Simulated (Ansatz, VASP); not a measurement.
# SiTe2: VASP beside Ansatz, part 2 of 2

Aim: how closely do two programs agree when they are given the same cell, functional and k mesh? The cell is generated by rule, not measured, and may not be a known phase. The cell comes out of the VASP series on this material, whose earlier steps may have relaxed, scaled or displaced it; both programs get it as it stands.

VASP 6.6.1 and Ansatz 0.2.0.

So far. Step 2 (VASP: band structure, PBEsol): The run ends at a pressure of 24.56 GPa.

## 6. VASP: band structure, PBEsol, spin-orbit coupling

Level of this step: PBEsol, spin-orbit coupling; plane waves and PAW (Si, Te); invented cell (VASP).

The same path points are solved in both programs, so levels can be compared one by one.

The input, INCAR:

```
SYSTEM = SiTe2
PREC = Accurate
ENCUT = 400
EDIFF = 1E-06
NELM = 100
ISMEAR = 0
SIGMA = 0.02
LREAL = .FALSE.
ALGO = Normal
GGA = PS
LNONCOLLINEAR = .TRUE.
MAGMOM = 0 0 0 0 0 0 0 0 0
NBANDS = 28
GGA_COMPAT = .FALSE.
LASPH = .TRUE.
LSORBIT = .TRUE.
LORBIT = 11
LWAVE = .FALSE.
LCHARG = .FALSE.
KPAR = 4
ISIF = 2
```

The input, POSCAR:

```
SiTe2
1.0
    0.0000000000      3.1343200000      3.1343200000
    3.1343200000      0.0000000000      3.1343200000
    3.1343200000      3.1343200000      0.0000000000
Si Te
1 2
Direct
    0.0000000000      0.0000000000      0.0000000000
    0.2500000000      0.2500000000      0.2500000000
    0.7500000000      0.7500000000      0.7500000000
```

The input, KPOINTS:

```
Automatic mesh
0
Gamma
8 8 8
0 0 0
```

The input, KPOINTS_OPT:

```
Line mode
16
Line-mode
Reciprocal
  0.00000000   0.00000000   0.00000000 GAMMA
  0.50000000   0.00000000   0.50000000 X

  0.50000000   0.00000000   0.50000000 X
  0.50000000   0.25000000   0.75000000 W

  0.50000000   0.25000000   0.75000000 W
  0.37500000   0.37500000   0.75000000 K

  0.37500000   0.37500000   0.75000000 K
  0.00000000   0.00000000   0.00000000 GAMMA

  0.00000000   0.00000000   0.00000000 GAMMA
  0.50000000   0.50000000   0.50000000 L

  0.50000000   0.50000000   0.50000000 L
  0.62500000   0.25000000   0.62500000 U

  0.62500000   0.25000000   0.62500000 U
  0.50000000   0.25000000   0.75000000 W

  0.50000000   0.25000000   0.75000000 W
  0.50000000   0.50000000   0.50000000 L

  0.50000000   0.50000000   0.50000000 L
  0.37500000   0.37500000   0.75000000 K

  0.62500000   0.25000000   0.62500000 U
  0.50000000   0.00000000   0.50000000 X
```

The projector-augmented-wave data sets are Si and Te (PBE family, release 64).

Started as:

```console
> mpirun -np 4 vasp_ncl
```

Numbers of over 12 decimals in the logs are rounded to 6 here.

The log of the run:

```text
[banner, memory and clock lines left out]
running    4 mpi-ranks, on    1 nodes
[...]
[... a notice as in an earlier step ...]

 LDA part: xc-table for (Slater+PW92), standard interpolation
 POSCAR, INCAR and KPOINTS ok, starting setup
[...]
entering main loop
       N       E                     dE             d eps       ncg     rms          rms(c)
DAV:   1     0.523643212078E+02    0.52364E+02   -0.50783E+03  1624   0.763E+02
DAV:   2    -0.711280861546E+01   -0.59477E+02   -0.55351E+02  2068   0.144E+02
DAV:   3    -0.108314470523E+02   -0.37186E+01   -0.36333E+01  2084   0.346E+01
DAV:   4    -0.108964500818E+02   -0.65003E-01   -0.64879E-01  1884   0.535E+00
[...]
DAV:  11    -0.107413892314E+02    0.64957E-05   -0.85243E-06  1948   0.202E-02    0.273E-02
DAV:  12    -0.107413877584E+02    0.14729E-05   -0.25016E-06  1836   0.889E-03    0.964E-03
DAV:  13    -0.107413880779E+02   -0.31947E-06   -0.55851E-07  1032   0.460E-03
   1 F= -.10741388E+02 E0= -.10741318E+02  d E =-.141044E-03  mag=     0.0000     0.0000     0.0000
 Start KPOINTS_OPT (optional k-point list driver)
k-point batch [1-29\160]
       N       E                     dE             ncg
DAV:   1     0.381733409771E+04   -0.49875E+04     1624
DAV:   2     0.213235252259E+04   -0.16850E+04     2004
DAV:   3     0.201671510733E+04   -0.11564E+03     2128
DAV:   4     0.201414224510E+04   -0.25729E+01     1896
DAV:   5     0.201407933694E+04   -0.62908E-01     1992
DAV:   6     0.201407697613E+04   -0.23608E-02     1992
DAV:   7     0.201407689144E+04   -0.84694E-04     2004
DAV:   8     0.201407688807E+04   -0.33726E-05     1572
DAV:   9     0.201407688795E+04   -0.11541E-06     1088
[...]
k-point batch [146-160\160]
       N       E                     dE             ncg
DAV:   1     0.776332128842E+04   -0.46660E+04      840
DAV:   2     0.690781737279E+04   -0.85550E+03     1056
DAV:   3     0.685133272079E+04   -0.56485E+02     1156
DAV:   4     0.685005001561E+04   -0.12827E+01     1040
DAV:   5     0.685001622685E+04   -0.33789E-01     1076
DAV:   6     0.685001501293E+04   -0.12139E-02     1108
DAV:   7     0.685001496549E+04   -0.47442E-04     1052
DAV:   8     0.685001496343E+04   -0.20529E-05      928
DAV:   9     0.685001496333E+04   -0.10178E-06      640
```

From OUTCAR (step 6):

```text
  Total        9.7079726      9.7079726      9.7079726     -0.0000000     -0.0000000      0.0000000
  in kB      252.5684656    252.5684656    252.5684656     -0.0000000     -0.0000000      0.0000000
  external PRESSURE =     252.5684656 kB  Pullay stress =       0.0000000 kB

 POSITION                                       TOTAL-FORCE (eV/Angst)
 -----------------------------------------------------------------------------------
      0.00000      0.00000      0.00000        -0.000000      0.000000      0.000000
      1.56716      1.56716      1.56716         0.000000     -0.000000      0.000000
      4.70148      4.70148      4.70148        -0.000000      0.000000     -0.000000
 -----------------------------------------------------------------------------------
    total drift:                                0.000000      0.000000      0.000000

  FREE ENERGIE OF THE ION-ELECTRON SYSTEM (eV)
  ---------------------------------------------------
  free  energy   TOTEN  =       -10.7413880779 eV

  energy  without entropy=      -10.7412470336  energy(sigma->0) =      -10.74131756

 magnetization (x)
# of ion       s       p       d       tot
------------------------------------------
    1        0.000   0.000   0.000   0.000
    2       -0.000   0.000   0.000   0.000
    3        0.000  -0.000  -0.000  -0.000
--------------------------------------------------
tot          0.000  -0.000   0.000  -0.000

 magnetization (y)
# of ion       s       p       d       tot
------------------------------------------
    1        0.000  -0.000   0.000   0.000
    2        0.000   0.000   0.000   0.000
    3        0.000   0.000   0.000   0.000
--------------------------------------------------
tot          0.000  -0.000   0.000   0.000

 magnetization (z)
# of ion       s       p       d       tot
------------------------------------------
    1        0.000   0.000   0.000   0.000
    2       -0.000   0.000  -0.000  -0.000
    3       -0.000  -0.000  -0.000  -0.000
--------------------------------------------------
tot         -0.000  -0.000  -0.000  -0.000

[... 1 part as in an earlier step ...]

[... 2 further parts left out ...]
[key lines of the parts left out:]
E-fermi :  10.7829
```

The run ends at a pressure of 25.26 GPa.

## 7. Ansatz: band structure, PBEsol, spin-orbit coupling

The same cell, functional, mesh and smearing now go to Ansatz, which takes its cutoff from its data sets.

The cell comes out of the VASP series on this material, whose earlier steps may have relaxed, scaled or displaced it; both programs get it as it stands.

The input, input.yaml:

```yaml
crystal:
  lattice:
    - [0.0, 3.13432, 3.13432]
    - [3.13432, 0.0, 3.13432]
    - [3.13432, 3.13432, 0.0]
  atoms:
    - { symbol: Si, position: [0.0, 0.0, 0.0] }
    - { symbol: Te, position: [0.25, 0.25, 0.25] }
    - { symbol: Te, position: [0.75, 0.75, 0.75] }
hamiltonian:
  xc: pbesol
  pseudopotentials: { kind: paw_fr }
magnetization:
  noncollinear: true
  spin_orbit: true
kpoints:
  mp_grid: { grid: [8, 8, 8] }
  band_path:
    path:
      - [0.0, 0.0, 0.0]
      - [0.16667, 0.0, 0.16667]
      - [0.33333, 0.0, 0.33333]
      - [0.5, 0.0, 0.5]
      - [0.5, 0.08333, 0.58333]
      - [0.5, 0.18333, 0.68333]
      - [0.5, 0.25, 0.75]
      - [0.45, 0.3, 0.75]
      - [0.40833, 0.34167, 0.75]
      - [0.35, 0.35, 0.7]
      - [0.225, 0.225, 0.45]
      - [0.075, 0.075, 0.15]
      - [0.03333, 0.03333, 0.03333]
      - [0.23333, 0.23333, 0.23333]
      - [0.4, 0.4, 0.4]
      - [0.51667, 0.46667, 0.51667]
      - [0.55833, 0.38333, 0.55833]
      - [0.60833, 0.28333, 0.60833]
      - [0.60833, 0.25, 0.64167]
      - [0.55833, 0.25, 0.69167]
      - [0.51667, 0.25, 0.73333]
      - [0.5, 0.3, 0.7]
      - [0.5, 0.38333, 0.61667]
      - [0.5, 0.48333, 0.51667]
      - [0.475, 0.475, 0.55]
      - [0.425, 0.425, 0.65]
      - [0.38333, 0.38333, 0.73333]
      - [0.59167, 0.18333, 0.59167]
      - [0.55, 0.1, 0.55]
      - [0.5, 0.0, 0.5]
    npoints: 1
scf:
  occupations: { method: gaussian, width: 0.02 }
  n_extra_bands: 14
output:
  forces: true
  stress: true
  eigenvalues: true
```

Started as:

```console
> ansatz run input.yaml --threads 2 --pin off --max-ram 4608MiB --backend cpu --events-out ev --progress --plain --runs-dir out
```

The log of the run:

```text
[...]
non-collinear run that drives no moment, with spin-orbit: no starting moment large enough to seed its density (crystal.atoms[].spin), no starting occupations that ask for one, no magnetisation constraint and no magnetic field, so the semilocal B_xc is pinned to zero
Crystal: 3 atoms, lattice volume = 61.583 Å³
[...]
k-point 1: bands = [... 32 lower, 10.8841, 10.8841, 11.2019, 11.2019, 12.9048, 12.9048, 14.6769, 14.6769, ... 10 higher]
  k-point 2: bands = [... 32 lower, 10.6275, 10.6275, 11.0657, 11.0657, 14.3175, 14.3175, 15.0499, 15.0499, ... 10 higher]
  k-point 28: bands = [... 32 lower, 12.7497, 12.7497, 14.5451, 14.5451, 15.4007, 15.4007, 16.3278, 16.3278, ... 10 higher]
[key lines of the parts left out:]
SCF converged after 7 iterations
Magnetization: |M| = 0.0000 μB,  M = (+0.0000, +0.0000, +0.0000) μB
Free energy (F): -14427.575129 eV
Fermi energy:    13.994236 eV
P = ⅓ Tr σ = 24.9850 GPa (249.850 kbar)
```

Wall time 28 s (2 threads of Arm Neoverse N1, shared host); peak memory 0.52 GiB; 53 s of CPU time.

## 8. Differences

What differs besides the data sets and the points named for the pairs above, as far as they apply: spin-orbit coupling enters by fully relativistic files in Ansatz and inside the spheres in VASP; the data sets hold 36 valence electrons in Ansatz (fully relativistic PAW (standard-fr) files) and 16 in VASP. Total energies have different zeros and are not compared.

Both answers:

| quantity | Ansatz | VASP | difference |
| --- | --- | --- | --- |
| pressure (GPa) | 24.98 | 25.26 | -0.27 |

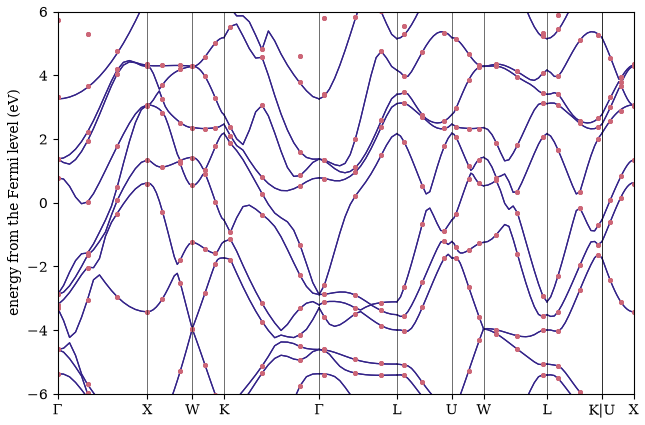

Bands from VASP (lines) and levels from Ansatz (dots). Dots without a line are higher empty bands that the VASP plot leaves out.

Levels from 3 eV below to 2 eV above the Fermi level differ by 11 meV r.m.s. and 33 meV at most; each VASP level is matched to the nearest of Ansatz, which flatters the figure a little.

## 9. Results

```
r.m.s. difference of levels near the Fermi level (band structure, PBEsol)                      : 6.8 meV
r.m.s. difference of levels near the Fermi level (band structure, PBEsol, spin-orbit coupling) : 11 meV
```

In words: The r.m.s. difference of levels near the Fermi level is 11 meV (band structure, PBEsol, spin-orbit coupling), within the 80 meV picked in this series as the mark of a large difference. For band structure, PBEsol: no further run halves the r.m.s. difference of levels near the Fermi level; only Ansatz's side was varied. The all-electron run, which needs no data set, lies 6.1 meV from VASP, against 6.8 for Ansatz's PAW result. 1 further run on this material is not shown. How closely two codes agree says nothing of how well the functional describes the real material.

[Lines on the potential files, build, host, timing and source positions are cut from VASP's logs without a mark.]

[Logs are printed without paths, hosts, clocks, repeated set-up lines and the standing remarks that a program may print on its own settings, such as how far it seeks lower states.]

[Hosts, paths, dates, database ids (printed as entryN), source tags and the programs' standing remarks are cut or masked in the printed files.]
